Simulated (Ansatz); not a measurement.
# Calculations on C3H5BrO

Part 1: Relaxation

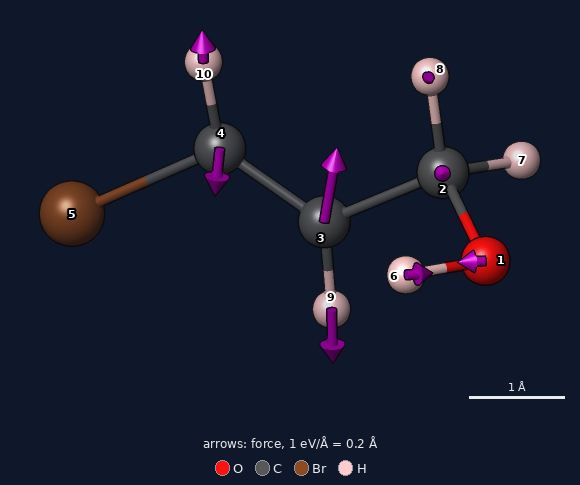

Starting geometry of C₃H₅BrO with the computed forces as purple arrows. The picture is a ball-and-stick view, seen at a tilt.

The run prepares an end point of a later path (torsion) calculation, from a guessed geometry.

These are results of RKS PBE/def2-SVP in Ansatz 0.2.0, not measurements.

The input:
```yaml
crystal:
  periodic: [false, false, false]
  atoms:
    - { symbol: O, position_ang: [0.3011, -1.9114, 0.7237] }
    - { symbol: C, position_ang: [0.7763, -0.7648, -0.0043] }
    - { symbol: C, position_ang: [-0.3863, 0.0923, -0.4746] }
    - { symbol: C, position_ang: [-0.4167, 1.3945, -0.1498] }
    - { symbol: Br, position_ang: [-1.8962, 2.4387, -0.7386] }
    - { symbol: H, position_ang: [-0.3084, -1.493, 1.42] }
    - { symbol: H, position_ang: [1.3638, -1.1407, -0.8605] }
    - { symbol: H, position_ang: [1.5155, -0.207, 0.6404] }
    - { symbol: H, position_ang: [-1.087, -0.3783, -1.0533] }
    - { symbol: H, position_ang: [0.221, 1.9185, 0.4998] }
basis:
  gaussian: { orbitals: def2-SVP }
hamiltonian:
  xc: pbe
relax:
  f_tol: 0.015
  max_steps: 40
output:
  orbitals: {}
```

Command:
```bash
ansatz run input.yaml --threads 2 --pin off --max-ram 3072MiB --backend cpu --events-out ev --progress --plain --runs-dir out
```

**Is this structure relaxed? If not, where do the atoms go?**

It isn't relaxed: the largest force vector, on C3, is 4.43 eV/Å. The final displacements follow the starting forces only in part (cosine between the two patterns 0.50). The largest move after the best rigid fit is that of H6, 0.11 Å. By element the largest moves are H 0.11 Å, Br 0.07 Å, C 0.06 Å. O stays in place. Some distances before and after: C3–H9 1.023 → 1.104 Å, C4–H10 1.050 → 1.102 Å, O1–H6 1.016 → 0.976 Å, O1–C2 1.439 → 1.419 Å. Bond angles that change, for instance: C3–C4–Br5 118.3° → 124.1°, C3–C4–H10 128.3° → 123.2°, C2–O1–H6 102.5° → 106.7°. After 7 accepted moves (9 points after the start) the energy has fallen by 7.02 kcal/mol. Largest force component: 3.6 eV/Å at the start, 0.01 eV/Å at the end. The line search rejected the trial steps at points 3, 8 of the run. The run took 40 s on 2 threads of Intel(R) Xeon(R) Platinum 8175M CPU @ 2.50GHz (Skylake/Cascade Lake) (shared host), peak memory 0.17 GiB.

Part 2: Relaxation

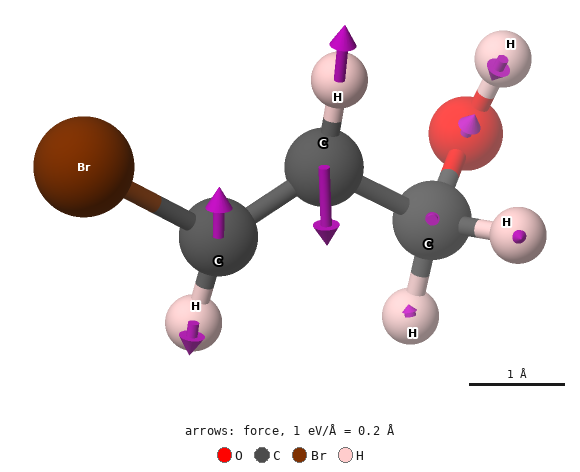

Starting geometry of C₃H₅BrO with the computed forces as purple arrows. Style: ball-and-stick. Shown at a tilt.

The run prepares an end point of a later path (torsion) calculation, from a guessed geometry.

The calculation used RKS PBE/def2-SVP in Ansatz 0.2.0. Settings: no spin polarisation; force threshold 0.015 eV/Å; at most 40 steps.

Is this structure relaxed? If not, where do the atoms go?

It isn't relaxed: the largest force vector, on a C atom, is 4.58 eV/Å. The final displacements follow the starting forces only in part (cosine between the two patterns 0.32). The largest move after the best rigid fit is that of an H atom, 0.18 Å. By element the largest moves are H 0.18 Å, C 0.08 Å, Br 0.07 Å, O 0.06 Å. Near-neighbour distances that change, for instance: C–H 1.023 → 1.105 Å, C–H 1.050 → 1.101 Å, H–O 1.016 → 0.975 Å, C–O 1.439 → 1.420 Å. Among the angles between lasting bonds that change: C–C–Br 118.3° → 124.1°, C–O–H 102.5° → 107.6°, C–C–H 128.3° → 123.2°. After 6 accepted moves (8 points after the start) the energy has fallen by 0.331 eV. The largest force component goes from 4.2 to 0.011 eV/Å. The line search rejected the trial steps at points 3, 6 of the run. Cost: 34 s on 2 threads of Intel(R) Xeon(R) Platinum 8175M CPU @ 2.50GHz (Skylake/Cascade Lake) (shared host), peak memory 0.16 GiB.

Part 3: Path

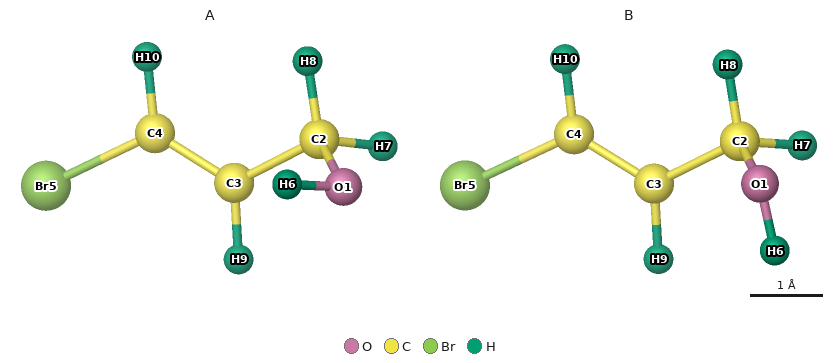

The two relaxed end points of a path for C3H5BrO. The picture is a ball-and-stick view, seen at a tilt.

Level of theory: RKS PBE/def2-SVP (Ansatz).

The input:
```yaml
crystal:
  periodic: [false, false, false]
  atoms:
    - { symbol: O, position_ang: [0.300505, -1.908814, 0.726357] }
    - { symbol: C, position_ang: [0.773017, -0.770344, 0.023382] }
    - { symbol: C, position_ang: [-0.352759, 0.096296, -0.478242] }
    - { symbol: C, position_ang: [-0.47612, 1.393273, -0.148187] }
    - { symbol: Br, position_ang: [-1.885098, 2.510487, -0.741503] }
    - { symbol: H, position_ang: [-0.249639, -1.576292, 1.460334] }
    - { symbol: H, position_ang: [1.347132, -1.170004, -0.841128] }
    - { symbol: H, position_ang: [1.488429, -0.154926, 0.624073] }
    - { symbol: H, position_ang: [-1.106401, -0.394321, -1.117875] }
    - { symbol: H, position_ang: [0.244034, 1.923446, 0.495589] }
basis:
  gaussian: { orbitals: def2-SVP }
hamiltonian:
  xc: pbe
neb:
  order_check: false
  images: 7
  f_tol: 0.03
  max_iterations: 42
  initial_path: idpp
  final_atoms:
    - { symbol: O, position_ang: [0.37980536, -1.62318295, 1.15883294] }
    - { symbol: C, position_ang: [0.76238695, -0.70615003, 0.1449575] }
    - { symbol: C, position_ang: [-0.38575882, 0.13286038, -0.36041859] }
    - { symbol: C, position_ang: [-0.4455991, 1.46459856, -0.19738901] }
    - { symbol: Br, position_ang: [-1.87341438, 2.54716164, -0.81470853] }
    - { symbol: H, position_ang: [-0.26688228, -2.24050883, 0.76979467] }
    - { symbol: H, position_ang: [1.24122802, -1.22632462, -0.7235708] }
    - { symbol: H, position_ang: [1.54149825, -0.05333415, 0.59058705] }
    - { symbol: H, position_ang: [-1.20780057, -0.39237532, -0.8794941] }
    - { symbol: H, position_ang: [0.33763657, 2.04605632, 0.31420887] }
```

Run as
```bash
ansatz run input.yaml --threads 2 --pin off --max-ram 3072MiB --backend cpu --events-out ev --progress --plain --runs-dir out
```

**What barrier does the band find between them, and by what path?**

Forward barrier 9.9 kJ/mol, backward barrier 3.3 kJ/mol, with image 4 at the top; the reaction energy is +6.6 kJ/mol. The motion is a rotation about the O1–C2 bond by about 115°. No bond forms or breaks between the ends. Among the angles between lasting bonds that change up to the highest image: O1–C2–H7 105.6° → 109.8°, O1–C2–H8 112.8° → 108.9°. The band converged in 6 iterations. The largest component of the band force went from 0.57 to 0.025 eV/Å. The climbing image converged on the top of the path. Its vibrational analysis gives one imaginary mode (324i cm⁻¹), as a transition state must have.

Energies of the converged images:

```tsv
image	path (Å)	E (kJ/mol)
0	0.00	0.0
1	0.21	0.6
2	0.42	3.8
3	0.63	8.1
4	0.84	9.9
5	1.01	9.2
6	1.19	7.7
7	1.36	6.8
8	1.53	6.6
```

The geometry at the top of the path:

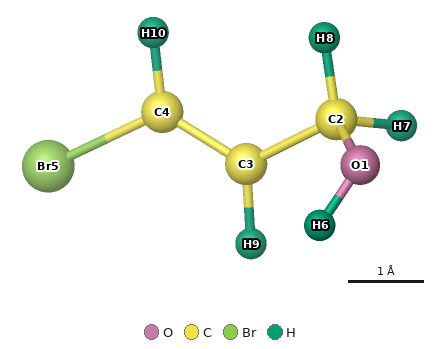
